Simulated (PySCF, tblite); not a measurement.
# Si2H6O7, a fragment of a glass network (dimer): NMR shifts, core binding energies and electronic excitations

Wanted: the NMR shifts, core binding energies and electronic excitations for `O[Si](O)(O)O[Si](O)(O)O`. It is drawn as: Si Si, OH ends, O bridges.

Computed with tblite 0.8.0 and PySCF 2.14.0; each step states its level. No surroundings beyond the atoms listed, unless a continuum is named. Atoms count from 0, parts from 1.

## (1) Starting point

15 atoms, charge 0, multiplicity 1; geometry: distance geometry start.

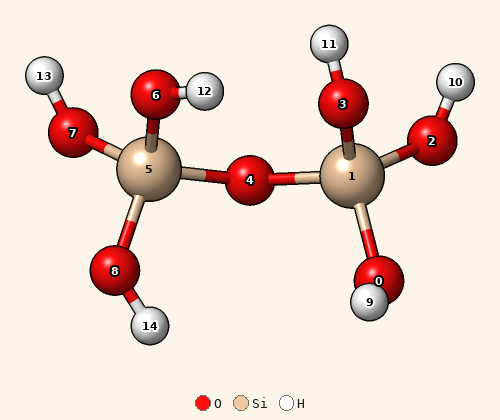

The starting geometry (oxygen red, silicon light orange, hydrogen white), atoms numbered.

## (2) Relaxing the cluster with GFN2-xTB

The job: settings as JSON, then the geometry in Å.

```
{"job": {"kind": "relax", "xc": "GFN2-xTB", "basis": "xTB"}, "charge": 0, "multiplicity": 1}
O      1.390582    -0.790640    -2.563884
Si     0.257184    -0.274373    -1.297971
O     -1.331472     0.025673    -2.014863
O      0.864227     1.170437    -0.508198
O      0.096457    -1.583610    -0.076381
Si     1.153005    -1.773589     1.310073
O      1.647495    -0.201103     1.926987
O      0.296668    -2.652508     2.562629
O      2.584332    -2.695816     0.843258
H      2.319692    -0.564914    -2.614467
H     -1.879196     0.791853    -1.781455
H      0.448304     1.637712     0.204776
H      1.905627     0.571013     1.357665
H      0.028622    -2.283012     3.436676
H      2.791988    -3.015460    -0.095583
```

With the program's defaults for keys left out, this is: GFN2-xTB geometry optimisation, gas phase.

The run is started by

```
> OMP_NUM_THREADS=1 python cluster_run.py task.json out
```

The driver reads the jobs from task.json and runs them one after another.

Standard output:

```text
step      E/eV     max force
  0    -959.83695    3.352
  1    -960.62249    2.465
  2    -961.86851    2.293
  3    -962.08995    1.157
  4    -962.21486    0.989
  5    -962.29581    0.873
  6    -962.41985    0.954
  7    -962.44545    0.392
  8    -962.46163    0.408
  9    -962.47814    0.420
 10    -962.49498    0.459
 11    -962.50416    0.243
 12    -962.50938    0.212
 13    -962.51569    0.325
 14    -962.52686    0.521
 15    -962.53977    0.499
 16    -962.55029    0.285
 17    -962.55544    0.161
 18    -962.55832    0.202
 19    -962.56242    0.278
 20    -962.56726    0.245
 21    -962.57201    0.185
 22    -962.57520    0.135
 23    -962.57860    0.217
 24    -962.58259    0.254
 25    -962.59229    0.270
 26    -962.60234    0.359
 27    -962.61333    0.224
 28    -962.61632    0.740
 29    -962.62371    0.238
 30    -962.62856    0.190
 31    -962.63554    0.512
 32    -962.64217    0.165
 33    -962.65230    0.244
 34    -962.65813    0.641
 35    -962.66866    0.461
 36    -962.67649    0.333
 37    -962.68033    0.623
 38    -962.69262    0.234
 39    -962.70239    0.204
 40    -962.71672    0.461
 41    -962.72169    0.213
 42    -962.72622    0.214
 43    -962.73569    0.161
 44    -962.73941    0.158
 45    -962.74355    0.259
 46    -962.74687    0.224
 47    -962.74993    0.272
 48    -962.75319    0.198
 49    -962.75722    0.326
 50    -962.76296    0.231
 51    -962.76829    0.302
 52    -962.77112    0.312
 53    -962.77266    0.204
 54    -962.77415    0.095
 55    -962.77548    0.090
 56    -962.77796    0.091
 57    -962.78009    0.167
 58    -962.78180    0.171
 59    -962.78313    0.089
 60    -962.78431    0.091
 61    -962.78524    0.086
 62    -962.78593    0.085
 63    -962.78636    0.053
 64    -962.78665    0.089
 65    -962.78693    0.062
 66    -962.78738    0.058
 67    -962.78771    0.063
 68    -962.78827    0.062
 69    -962.78874    0.078
 70    -962.78927    0.066
 71    -962.78973    0.067
 72    -962.79010    0.037
 73    -962.78999    0.202
 74    -962.79054    0.035
 75    -962.79073    0.032
 76    -962.79119    0.062
 77    -962.79142    0.041
 78    -962.79183    0.037
 79    -962.79216    0.059
 80    -962.79241    0.074
 81    -962.79275    0.053
 82    -962.79344    0.107
 83    -962.79403    0.133
 84    -962.79462    0.127
 85    -962.79549    0.172
 86    -962.79642    0.075
 87    -962.79696    0.309
 88    -962.79866    0.087
 89    -962.79998    0.061
 90    -962.79846    0.486
 91    -962.80207    0.156
 92    -962.80312    0.059
 93    -962.79439    0.850
 94    -962.80464    0.063
 95    -962.80563    0.072
 96    -962.79122    0.994
 97    -962.80753    0.076
 98    -962.80864    0.084
 99    -962.80550    0.669
100    -962.81072    0.092
101    -962.81155    0.110
102    -962.81254    0.294
103    -962.81359    0.198
104    -962.81468    0.102
105    -962.81695    0.129
106    -962.81802    0.089
107    -962.81868    0.111
108    -962.81987    0.134
109    -962.82182    0.131
110    -962.82294    0.202
111    -962.82391    0.134
112    -962.82497    0.130
113    -962.82635    0.112
114    -962.82795    0.113
115    -962.83041    0.111
116    -962.83260    0.098
117    -962.83322    0.234
118    -962.83493    0.142
119    -962.83585    0.110
120    -962.83717    0.094
121    -962.83807    0.078
122    -962.83900    0.076
123    -962.83988    0.092
124    -962.84086    0.163
125    -962.84214    0.114
126    -962.84352    0.123
127    -962.84415    0.095
128    -962.84513    0.085
129    -962.84592    0.131
130    -962.84664    0.068
131    -962.84724    0.056
132    -962.84776    0.062
133    -962.84805    0.081
134    -962.84842    0.064
135    -962.84880    0.055
136    -962.84915    0.056
137    -962.84934    0.043
138    -962.84954    0.059
139    -962.84991    0.061
140    -962.85031    0.059
141    -962.85085    0.064
142    -962.85132    0.065
143    -962.85171    0.048
144    -962.85205    0.061
145    -962.85238    0.041
146    -962.85267    0.058
147    -962.85293    0.078
148    -962.85327    0.043
149    -962.85390    0.062
150    -962.85451    0.071
151    -962.85526    0.087
152    -962.85591    0.062
153    -962.85655    0.063
154    -962.85707    0.084
155    -962.85741    0.093
156    -962.85774    0.058
157    -962.85800    0.075
158    -962.85832    0.083
159    -962.85880    0.088
160    -962.85924    0.067
161    -962.85982    0.065
162    -962.86066    0.074
163    -962.86005    0.373
164    -962.86234    0.156
165    -962.86322    0.082
166    -962.85773    0.762
167    -962.86471    0.053
168    -962.86543    0.061
169    -962.86590    0.348
170    -962.86728    0.098
171    -962.86771    0.090
172    -962.86846    0.179
173    -962.86901    0.063
174    -962.86942    0.049
175    -962.86999    0.064
176    -962.87023    0.086
177    -962.87046    0.068
178    -962.87081    0.054
179    -962.87108    0.059
180    -962.87145    0.057
181    -962.87210    0.046
182    -962.87247    0.068
183    -962.87287    0.086
184    -962.87341    0.113
185    -962.87377    0.089
186    -962.87420    0.043
187    -962.87450    0.041
188    -962.87485    0.046
189    -962.87524    0.048
190    -962.87568    0.057
191    -962.87625    0.064
192    -962.87697    0.074
193    -962.87793    0.081
194    -962.87885    0.146
195    -962.87985    0.084
196    -962.88070    0.066
197    -962.88137    0.070
198    -962.88187    0.083
199    -962.88267    0.067
200    -962.88323    0.106
201    -962.88323    0.106
202    -962.88841    0.090
203    -962.88914    0.068
204    -962.88939    0.056
205    -962.88949    0.028
206    -962.88953    0.012
207    -962.88955    0.022
208    -962.88952    0.058
209    -962.88956    0.003
```

Run time: 6.1 s. Hardware: 1 thread of Arm Neoverse V1, shared host.

The steps of the relaxation: (the energy doesn't fall at every step)

```csv
step,energy from step 0 (eV),largest force (eV/Å)
0,0.0000,3.3513
8,-2.6247,0.4076
16,-2.7133,0.2852
24,-2.7456,0.2541
32,-2.8052,0.1654
40,-2.8798,0.4606
48,-2.9162,0.1983
56,-2.9410,0.0913
64,-2.9497,0.0893
72,-2.9532,0.0374
80,-2.9555,0.0732
88,-2.9617,0.0874
96,-2.9543,0.9946
104,-2.9777,0.1023
112,-2.9880,0.1299
120,-3.0002,0.0941
128,-3.0082,0.0846
136,-3.0122,0.0561
144,-3.0151,0.0617
152,-3.0190,0.0613
160,-3.0223,0.0661
168,-3.0285,0.0607
176,-3.0333,0.0856
184,-3.0365,0.1136
192,-3.0400,0.0742
200,-3.0463,0.1058
208,-3.0526,0.0587
209,-3.0526,0.0028
```

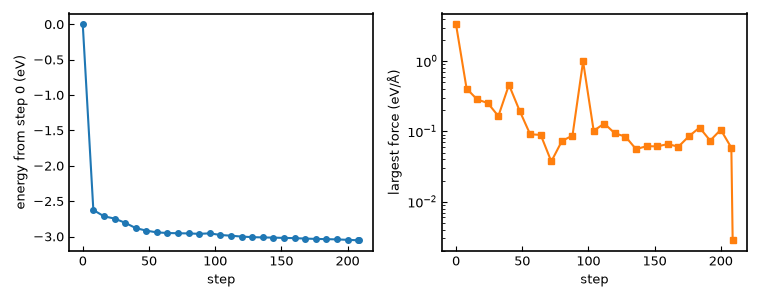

Energy and force, step by step.

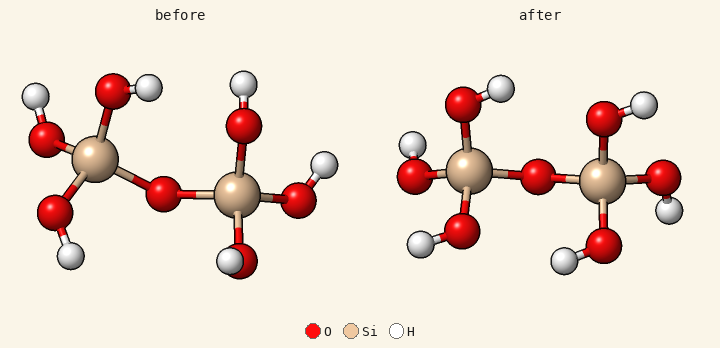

Before and after, at one scale.

Distances of close pairs at the start and the end, largest changes first:

```csv
bond,before (Å),after (Å),change (Å)
Si1–O4,1.798,1.622,-0.176
Si1–O2,1.769,1.615,-0.153
O0–Si1,1.776,1.623,-0.153
Si5–O7,1.753,1.615,-0.138
Si5–O6,1.760,1.623,-0.137
Si5–O8,1.766,1.630,-0.135
O4–Si5,1.753,1.622,-0.131
Si1–O3,1.755,1.630,-0.125
```

## (3) Relaxing the molecule at PBE0-D3(BJ)/def2-SVP

The job: settings as JSON, then the geometry in Å.

```
{"job": {"xc": "PBE0", "basis": "def2-SVP", "d3": "d3bj", "grid": 2, "kind": "geom", "shake": 0.01}, "charge": 0, "multiplicity": 1}
O      0.342784     0.190354    -2.198285
Si    -0.619049     0.804915    -1.019000
O     -2.043255     1.305677    -1.636292
O      0.096523     2.087875    -0.264310
O     -0.843819    -0.326427     0.114756
Si     0.345175    -0.905029     1.053990
O      0.942715     0.259566     2.015840
O     -0.161599    -2.138932     1.950296
O      1.469445    -1.496730     0.052046
H      0.978471    -0.428580    -1.930193
H     -2.568361     0.675657    -2.091105
H     -0.029186     2.942300    -0.663259
H      0.889408     1.158710     1.648144
H     -0.867376    -1.972036     2.613839
H      2.057202    -2.182693     0.368203
```

Standard output:

```text
step   0  E = -1108.18116452  max force = 0.031682
step   1  E = -1108.18929067  max force = 0.008382
step   2  E = -1108.18996684  max force = 0.003169
step   3  E = -1108.19023761  max force = 0.003071
step   4  E = -1108.19040756  max force = 0.002454
step   5  E = -1108.19062878  max force = 0.003380
step   6  E = -1108.19075474  max force = 0.002955
step   7  E = -1108.19082348  max force = 0.001917
step   8  E = -1108.19083975  max force = 0.000434
step   9  E = -1108.19084225  max force = 0.000159
optimisation converged
```

It took 3.5 min on 1 thread of Arm Neoverse V1, shared host; peak memory 0.82 GiB.

Along the way:

```csv
step,energy from step 0 (eV),largest force component (eV/Å)
0,0.0000,1.6292
1,-0.2211,0.4310
2,-0.2395,0.1630
3,-0.2469,0.1579
4,-0.2515,0.1262
5,-0.2575,0.1738
6,-0.2610,0.1520
7,-0.2628,0.0986
8,-0.2633,0.0223
9,-0.2633,0.0082
```

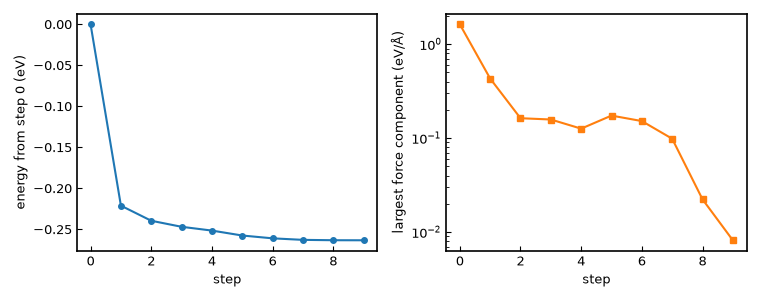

Energy and largest force along the relaxation.

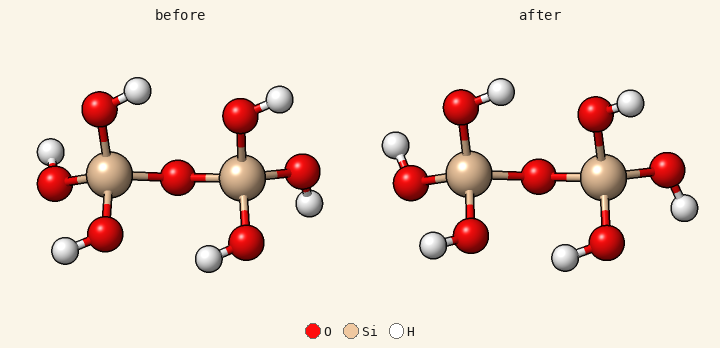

Before and after, at one scale.

Distances of close pairs at the start and the end, largest changes first:

```csv
bond,before (Å),after (Å),change (Å)
Si5–O8,1.618,1.663,+0.045
O0–H9,0.927,0.971,+0.044
Si1–O4,1.617,1.650,+0.033
Si5–O7,1.607,1.637,+0.029
O4–Si5,1.622,1.650,+0.028
O2–H10,0.938,0.962,+0.024
O7–H13,0.983,0.962,-0.021
Si5–O6,1.624,1.643,+0.019
```

The end geometry stands in the next job.

```csv
at the end point,value
point group (found at 0.08 Å tolerance),C2
"rotational constants (GHz, main isotopes)","2.141, 0.807, 0.768"
dipole moment (D),1.11
```

## (4) Nuclear shieldings: PBE0/pcSseg-1

The job: settings as JSON, then the geometry in Å.

```
{"job": {"kind": "nmr", "xc": "PBE0", "basis": "pcSseg-1"}, "charge": 0, "multiplicity": 1}
O      0.324846     0.200032    -2.236295
Si    -0.629811     0.840653    -1.062184
O     -1.992800     1.442968    -1.739054
O      0.103796     2.055667    -0.195631
O     -0.899301    -0.304302     0.095233
Si     0.313758    -0.898426     1.043472
O      0.889496     0.309301     1.997782
O     -0.125900    -2.163381     1.984185
O      1.407748    -1.440918    -0.085091
H      0.915459    -0.480008    -1.873536
H     -2.335386     0.951973    -2.491549
H      0.288489     2.875274    -0.663439
H      0.798389     1.172543     1.562182
H     -0.481609    -1.932823     2.847531
H      2.187954    -1.894842     0.246547
```

With the program's defaults for keys left out, this is: GIAO PBE0/pcSseg-1 NMR shielding, non-relativistic, gas phase.

Standard output:

```text
coarse grid: 14576 points
cycle   1  E = -1108.1456976706  dE =  1.561e+00  |g| = 1.628e+00  |ddm| = 3.752e+00
cycle   2  E = -1107.8007999585  dE =  3.449e-01  |g| = 2.160e+00  |ddm| = 2.081e+00
cycle   3  E = -1108.5932373905  dE = -7.924e-01  |g| = 6.617e-02  |ddm| = 1.267e+00
cycle   4  E = -1108.5938114994  dE = -5.741e-04  |g| = 3.877e-02  |ddm| = 6.611e-02
cycle   5  E = -1108.5940509020  dE = -2.394e-04  |g| = 1.156e-02  |ddm| = 2.766e-02
cycle   6  E = -1108.5940730093  dE = -2.211e-05  |g| = 1.881e-03  |ddm| = 7.451e-03
cycle   7  E = -1108.5940735573  dE = -5.480e-07  |g| = 5.451e-04  |ddm| = 1.528e-03
final grid: 134544 points
cycle   8  E = -1108.7127115742  dE = -3.115e-05  |g| = 1.164e-02  |ddm| = 1.639e-02
cycle   9  E = -1108.7126948691  dE =  1.671e-05  |g| = 1.536e-02  |ddm| = 1.374e-02
cycle  10  E = -1108.7127326630  dE = -3.779e-05  |g| = 3.541e-04  |ddm| = 8.010e-03
cycle  11  E = -1108.7127326702  dE = -7.237e-09  |g| = 3.015e-04  |ddm| = 3.508e-04
cycle  12  E = -1108.7127326855  dE = -1.529e-08  |g| = 2.771e-05  |ddm| = 1.671e-04
cycle  13  E = -1108.7127326856  dE = -1.085e-10  |g| = 1.036e-05  |ddm| = 2.086e-05
converged SCF energy = -1108.7127326856

GIAO shielding tensors (ppm)
atom      isotropic    diamagn.    paramagn.     s11        s22        s33       span
  0 O      270.196     393.207    -123.012    247.383    254.223    308.981     61.599
  1 Si     419.209     883.047    -463.838    405.784    408.480    443.362     37.578
  2 O      288.319     387.447     -99.128    263.643    271.949    329.364     65.722
  3 O      282.082     393.302    -111.221    255.110    270.722    320.413     65.303
  4 O      236.866     403.318    -166.453    214.038    225.912    270.648     56.610
  5 Si     419.159     883.123    -463.964    406.095    408.148    443.232     37.137
  6 O      270.218     393.317    -123.099    247.261    254.380    309.014     61.753
  7 O      288.211     387.574     -99.363    263.629    271.668    329.337     65.708
  8 O      281.788     393.348    -111.560    254.757    270.454    320.152     65.395
  9 H       27.463      33.978      -6.515     16.076     25.286     41.026     24.950
 10 H       29.223      30.227      -1.005     20.829     23.688     43.151     22.321
 11 H       29.508      30.550      -1.042     21.137     23.296     44.091     22.954
 12 H       27.451      33.945      -6.494     16.053     25.261     41.040     24.988
 13 H       29.218      30.295      -1.076     20.817     23.727     43.111     22.294
 14 H       29.515      30.710      -1.196     21.164     23.296     44.084     22.920
```

It took 34 s on 1 thread of Arm Neoverse V1, shared host; peak memory 1 GiB.

The references, computed at this level on geometries of the same kind, shield at (ppm): 1H TMS 31.27, 29Si TMS 352.0, 17O H2O 334.6. Their shielding less the atom's gives the shift. The references are single molecules in the gas phase, so shifts against H2O, NH3, PH3, H3PO4 or CFCl3 are not on the usual liquid scales and can be off by tens of ppm. Atoms listed in one row are averaged.

```csv
atoms,environment,σ (ppm),δ (ppm)
"H9, H12",hydrogen on an oxygen bonded to Si,27.46,3.81
"H10, H13",hydrogen on an oxygen bonded to Si,29.22,2.05
"H11, H14",hydrogen on an oxygen bonded to Si,29.51,1.76
O4,oxygen bonded to 2 Si,236.9,97.7
"O0, O6","oxygen bonded to Si, H",270.2,64.4
"O3, O8","oxygen bonded to Si, H",281.9,52.6
"O2, O7","oxygen bonded to Si, H",288.3,46.3
"Si1, Si5",silicon bonded to 4 O,419.2,-67.2
```

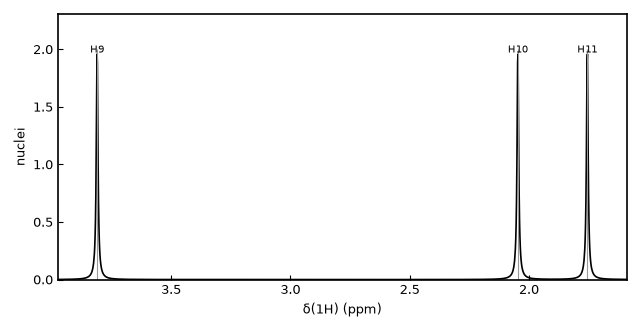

1H lines at the computed shifts, without couplings. Lines are broadened to a width of 0.01 ppm (Lorentzian).

Charges from the same density, by scheme (e):

```csv
atoms,Mulliken,IAO,Hirshfeld,ESP fit
"O0, O6",-0.57,-0.80,-0.33,-0.77
"Si1, Si5",1.28,1.69,0.57,1.21
"O2, O7",-0.54,-0.78,-0.31,-0.70
"O3, O8",-0.60,-0.79,-0.29,-0.80
O4,-0.74,-0.89,-0.32,-0.61
```

ESP fit charges:

O0 -0.77; Si1 1.20; O2 -0.70; O3 -0.82; O4 -0.61; Si5 1.21; O6 -0.78; O7 -0.71; O8 -0.79; H9 0.46; H10 0.44; H11 0.48; H12 0.47; H13 0.45; H14 0.47

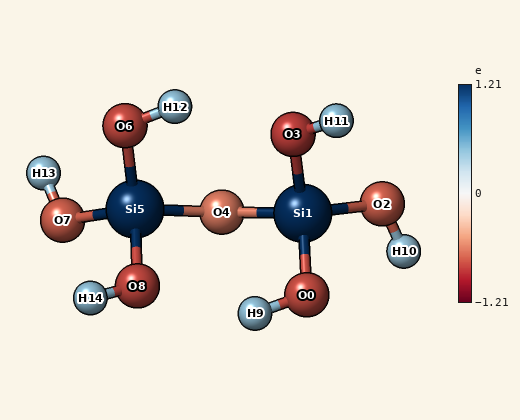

ESP fit charges, as colours on the atoms.

Mayer bond orders: O0–Si1 1.08, Si1–O2 1.09, Si1–O3 0.97, Si1–O4 0.93, O4–Si5 0.93, Si5–O6 1.08, Si5–O7 1.09, Si5–O8 0.97.

(Part 1 of 2 ends here.)
